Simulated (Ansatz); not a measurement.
# AlRh2: from a guess to a relaxed structure, part 2 of 2

The task: take a trial cell of AlRh2 to zero force and stress.

Ansatz 0.2.0; DFT PBE, scalar-relativistic, plane waves, PAW.

### 4 Spin check on a coarse mesh

File input.yaml:

```yaml
crystal:
  lattice:
    - [0.0, 2.868331155, 2.868331155]
    - [2.868331155, 0.0, 2.868331155]
    - [2.868331155, 2.868331155, 0.0]
  atoms:
    - { symbol: Al, position: [0.0, 0.0, 0.0] }
    - { symbol: Rh, position: [0.75, 0.75, 0.75], spin: 1.0 }
    - { symbol: Rh, position: [0.25, 0.25, 0.25], spin: 1.0 }
basis:
  ecutwfc: 420
kpoints:
  mp_grid: { grid: [6, 6, 6] }
hamiltonian:
  xc: pbe
scf:
  occupations: { method: gaussian, width: 0.1 }
  lower_state_search: "off"
output:
  forces: true
  stress: true
  eigenvalues: true
  populations: true
magnetization:
  spin_polarized: true
```

On the command line:

```sh
$ ansatz run input.yaml --threads 1 --pin off --max-ram 2560MiB --backend cpu --events-out ev --progress --plain --runs-dir out
```

Output (excerpt; [...] marks lines left out):

```text
[...]
SCF converged after 16 iterations
Magnetization: -0.0000 μB (18.5000 up, 18.5000 down)
Absolute magnetization: 0.0000 μB (∫|ρ↑−ρ↓|, with the PAW one-centre terms)
Spin contamination: 0.0000 ħ² per cell (⟨S²⟩ above its minimum at these occupations)
Per-site moments (μB) at R_I (Å): [(4.1461405956237163e-7, 1.0246696542622489), (-4.994162446882496e-6, 1.0246696542622489), (-4.994162446892569e-6, 1.0246696542622489)]
Free energy (F): -13344.209722 eV
[...]
E sigma→0 (E₀):  -13344.202972 eV
Entropy (-TS):   -0.013501 eV (-4.500 meV/atom)
Fermi energy:    14.337884 eV
[...]
--- Forces (eV/Å), atoms counted from 1 ---
  atom   1  Al    -0.00000000     0.00000000     0.00000000
  atom   2  Rh     0.00000000    -0.00000000     0.00000000
  atom   3  Rh     0.00000000     0.00000000     0.00000000
[...]
--- Stress (GPa, compression-positive) ---
        0.077704      -0.000000       0.000000
       -0.000000       0.077704       0.000000
        0.000000       0.000000       0.077704
  P = ⅓ Tr σ = 0.0777 GPa (0.777 kbar)
--- Band table (eV; the first three rows and the last of 32) ---
  k-point 0 ↑: bands = ["-63.3074", "-63.2578", "-31.2910", "-31.2910", "-31.2910", "-31.1251", "-31.1251", "-31.1251", "6.4993", "10.4658", "10.4658", "10.4658", "10.7495", "10.7495", "14.3071", "14.3071", "14.3071", "15.5371", "15.5371", "20.9097", "20.9097", "20.9097", "21.7721", "23.1154"]
[...]
--- Löwdin populations: 3 sites ---
  site symbol       q [e]    m [muB]
     0     Al      3.0951     0.0000
     1     Rh     16.8633    -0.0000
     2     Rh     16.8633    -0.0000
  spilling = 0.004817 (of n_electrons = 37.000000)
```

Run time: 4 s. Hardware: 1 thread of Arm Neoverse V1, shared host; peak memory 0.3 GiB.

By site:

| atom | Löwdin electrons |
| --- | --- |
| Al1 | 3.09 |
| Rh2 | 16.86 |
| Rh3 | 16.86 |

The Löwdin counts miss 0.18 of the 37 electrons, which the atomic orbitals do not span, so they are no charges.

The same cell is solved with trial moments on Rh. The largest site moment that stays is 0.00 μB and the cell's total 0.00 μB. The workflow keeps spin only above 0.25 μB on a site, so the next run goes without spin.

### 5 Final relaxation

The end of the coarse run is made exact in the group found at a tolerance of 0.06 Å and reduced to its primitive cell.

File input.yaml:

```yaml
crystal:
  lattice:
    - [0.0, 2.868331155, 2.868331155]
    - [2.868331155, 0.0, 2.868331155]
    - [2.868331155, 2.868331155, 0.0]
  atoms:
    - { symbol: Al, position: [0.0, 0.0, 0.0] }
    - { symbol: Rh, position: [0.75, 0.75, 0.75] }
    - { symbol: Rh, position: [0.25, 0.25, 0.25] }
basis:
  ecutwfc: 420
kpoints:
  mp_grid: { grid: [14, 14, 14] }
hamiltonian:
  xc: pbe
scf:
  occupations: { method: gaussian, width: 0.1 }
output:
  forces: true
  stress: true
  eigenvalues: true
  write_density: true
  write_potential: true
  elf: true
  volumetric_format: npy
relax:
  adjacent_minimum: "off"
  f_tol: 0.01
  max_steps: 80
  cell: { stress_tol: 0.05 }
```

On the command line:

```sh
$ ansatz run input.yaml --threads 1 --pin off --max-ram 2560MiB --backend cpu --events-out ev --progress --plain --runs-dir out
```

Output (excerpt; [...] marks lines left out):

```text
Warning: RAYON_NUM_THREADS=1 ignored (pool sized by the plan → 1); use --threads N
[...]
Pseudopotentials: kind: paw
Pseudopotential: Al, paw, valence charge 3, recommended cutoff 420 eV (normal), Al.paw.azcp
Pseudopotential: Rh, paw, valence charge 17, recommended cutoff 420 eV (normal), Rh.paw.azcp
Functional definition: PBE
[...]
Crystal: 3 atoms, lattice volume = 47.197 Å³
Basis set: ecut = 420 eV, 941 PW (Γ), exchange–correlation on 60×60×60 points (8 copies of the dense FFT grid, shifted against one another)
Bands: 23, of which v1, the nominal top of the filled ones, is band 19 counted from 1 (18 counted from 0)
Symmetry: 48 space group operations
Space group: Fm-3m (ITA 225), of the structure as read, at distance tolerance 3.6e-5 Å
k-points: 104 of 2744
[...]
SCF iter   1: F=—  HF=-13344.212993 eV  |F-HF|=—  |Δ(HF+E_count)|=         —  Δρ=6.24e-3  dr2=1.25e-2  ethr=1.77e-3  ⟨swp⟩=5.2  Hψ=9995  notcnv=0
[...]
  atom   1  Al    -0.00000000     0.00000000     0.00000000
  atom   2  Rh     0.00000000     0.00000000    -0.00000000
  atom   3  Rh     0.00000000     0.00000000    -0.00000000
[...]
--- Stress (GPa, compression-positive) ---
        0.014588       0.000000      -0.000000
        0.000000       0.014588       0.000000
       -0.000000      -0.000000       0.014588
  P = ⅓ Tr σ = 0.0146 GPa (0.146 kbar)
--- Band table (eV; the first three rows and the last of 104) ---
[... band rows left out ...]
[...]
--- Relaxed structure (1 steps of the walk, 1 accepted, 1 SCFs on fresh bases) ---
  F+E_penalty+E_count = -13344.21166012 eV   max|allowed force component| = 8.481e-18 eV/Å   (the final SCF, on the basis selected at the relaxed cell)
  cell:  # Å, volume = 47.1974 Å³
    - [0.0, 2.868331155, 2.868331155]
    - [2.868331155, 0.0, 2.868331155]
    - [2.868331155, 2.868331155, 0.0]
  atoms:
    - { symbol: Al, position: [0.0, 0.0, 0.0] }
    - { symbol: Rh, position: [0.7499999999999999, 0.7499999999999999, 0.7499999999999999] }
    - { symbol: Rh, position: [0.24999999999999997, 0.24999999999999997, 0.24999999999999997] }
```

It took 13 s on 1 thread of Arm Neoverse V1, shared host; peak memory 0.38 GiB.

The steps of the relaxation:

```
step  energy from step 1 (eV/cell)  largest force component (eV/Å)  pressure (GPa)  volume (Å³)
   1                        0.0000                          0.0000            0.01        47.20
   2                        0.0000                          0.0000            0.01        47.20
```

Step 1 is the start. Step 2 repeats the geometry before it on a plane-wave basis chosen anew for that cell, so its energy need not be comparable with the rows above.

Lengths and angles in the start's conventional setting:

|  | before | after | change |
| --- | --- | --- | --- |
| a (Å) | 5.737 | 5.737 | 0.0 % |
| b (Å) | 5.737 | 5.737 | 0.0 % |
| c (Å) | 5.737 | 5.737 | 0.0 % |
| volume (Å³/atom) | 15.73 | 15.73 | 0.0 % |
| shortest distance (Å) | 2.484 | 2.484 | 0.0 % |
| space group (0.01 Å) | Fm-3m | Fm-3m | same |

Forces and stress were held to the start's 48 operations: a distortion of lower symmetry was not tested.

Axes a, b and c in the maps are those of this run's conventional cell (a, b, c = 5.737, 5.737, 5.737 Å).

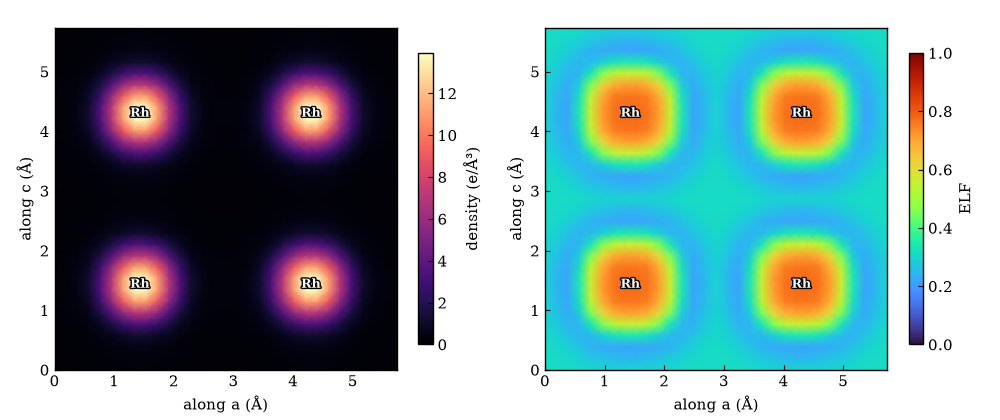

Density (left) and ELF (right) in a lattice plane of the grid's cell (edges 5.74 and 5.74 Å, at 0.250 of the third edge), which holds Rh. Only atoms in the plane are labelled. Both are smooth fields of the valence electrons: close to the nuclei they are not physical.

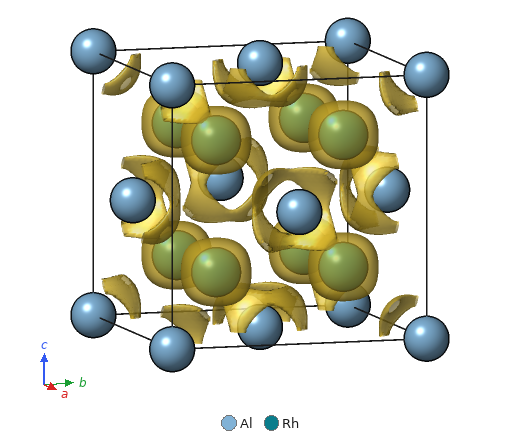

Surface of ELF = 0.49, drawn in one cell.

The highest ELF values outside the cores: 0.55 on the Al–Rh line, 1.0 Å from Al.

### 6 Changed: xc lda, ecutwfc left out

File input.yaml:

```yaml
crystal:
  lattice:
    - [0.0, 2.868331155, 2.868331155]
    - [2.868331155, 0.0, 2.868331155]
    - [2.868331155, 2.868331155, 0.0]
  atoms:
    - { symbol: Al, position: [0.0, 0.0, 0.0] }
    - { symbol: Rh, position: [0.75, 0.75, 0.75] }
    - { symbol: Rh, position: [0.25, 0.25, 0.25] }
kpoints:
  mp_grid: { grid: [14, 14, 14] }
hamiltonian:
  xc: lda
scf:
  occupations: { method: gaussian, width: 0.1 }
output:
  forces: true
  eigenvalues: true
  stress: true
```

On the command line:

```sh
$ ansatz run input.yaml --threads 1 --pin off --max-ram 2560MiB --backend cpu --events-out ev --progress --plain --runs-dir out
```

Output (excerpt; [...] marks lines left out):

```text
Warning: RAYON_NUM_THREADS=1 ignored (pool sized by the plan → 1); use --threads N
[...]
Pseudopotentials: kind: paw
Pseudopotential: Al, paw, valence charge 3, recommended cutoff 420 eV (normal), Al.paw.azcp
Pseudopotential: Rh, paw, valence charge 17, recommended cutoff 420 eV (normal), Rh.paw.azcp
Functional definition: SPW92
[...]
Crystal: 3 atoms, lattice volume = 47.197 Å³
Basis set: ecut = 420 eV, 941 PW (Γ)
Bands: 23, of which v1, the nominal top of the filled ones, is band 19 counted from 1 (18 counted from 0)
Symmetry: 48 space group operations
Space group: Fm-3m (ITA 225), of the structure as read, at distance tolerance 3.6e-5 Å
k-points: 104 of 2744
[...]
SCF iter   1: F=—  HF=-13070.863235 eV  |F-HF|=—  |Δ(HF+E_count)|=         —  Δρ=1.32e-2  dr2=8.93e-2  ethr=1.77e-3  ⟨swp⟩=5.2  Hψ=10039  notcnv=0
[...]
SCF iter   7: F=-13070.843049 eV  HF=-13070.843049 eV  |F-HF|=7.95e-9  |Δ(HF+E_count)|=   4.13e-8  Δρ=4.71e-6  dr2=1.80e-8  ethr=2.70e-10  ⟨swp⟩=5.1  Hψ=8162  notcnv=0
[...]
SCF converged after 7 iterations
Free energy (F): -13070.843049 eV
[...]
E sigma→0 (E₀):  -13070.834408 eV
Entropy (-TS):   -0.017282 eV (-5.761 meV/atom)
Fermi energy:    13.986986 eV
[...]
--- Forces (eV/Å), atoms counted from 1 ---
  atom   1  Al    -0.00000000     0.00000000    -0.00000000
  atom   2  Rh     0.00000000    -0.00000000     0.00000000
  atom   3  Rh     0.00000000    -0.00000000    -0.00000000
[...]
--- Stress (GPa, compression-positive) ---
      -10.151474      -0.000000      -0.000000
        0.000000     -10.151474      -0.000000
        0.000000       0.000000     -10.151474
  P = ⅓ Tr σ = -10.1515 GPa (-101.515 kbar)
--- Band table (eV; the first three rows and the last of 104) ---
  k-point 0: bands = ["-63.5021", "-63.4523", "-31.5441", "-31.5441", "-31.5441", "-31.3767", "-31.3767", "-31.3767", "6.1461", "10.1422", "10.1422", "10.1422", "10.3924", "10.3924", "13.9889", "13.9889", "13.9889", "15.1952", "15.1952", "20.5136", "20.5136", "20.5136", "21.3707"]
[...]
```

It took 5.5 s on 1 thread of Arm Neoverse V1, shared host; peak memory 0.35 GiB.

| run | ending | energy change | pressure (GPa) | gap (eV) | force (eV/Å) | cycles | time |
| --- | --- | --- | --- | --- | --- | --- | --- |
| step 5 | converged | - | 0.0 | 0.00 | 0.00 | - | 13 s |
| variant | converged | not comparable | -10.2 | 0.00 | 0.00 | 7 | 5.5 s |

Total energies don't compare across a change of functional; the pressure goes from 0.0 to -10.2 GPa. At this fixed cell a lower pressure means that this functional prefers a smaller volume than the reference.

### 7 Summary of results

This closing draws on all 2 parts. Changes of volume or cell count from the first structure of part 1.

| quantity | value |
| --- | --- |
| symmetry at the end (tolerance 0.05 Å) | space group Fm-3m (No. 225) |
| conventional cell | a = 5.737 Å, b = 5.737 Å, c = 5.737 Å, α = 90.00°, β = 90.00°, γ = 90.00° |
| volume | 15.73 Å³/atom |
| energy over the elements | -0.31 eV/atom |
| gap on the mesh | none (metal) |

**Reading.** The space group Fm-3m (No. 225) is kept, and the volume per atom grows by 13.1 % from the first guess. A negative formation energy is needed for stability but isn't enough; other structures and compounds were not set against it here. No finished test with a distortion of lower symmetry is shown, so the end may be a saddle point. Other magnetic orders were not searched.
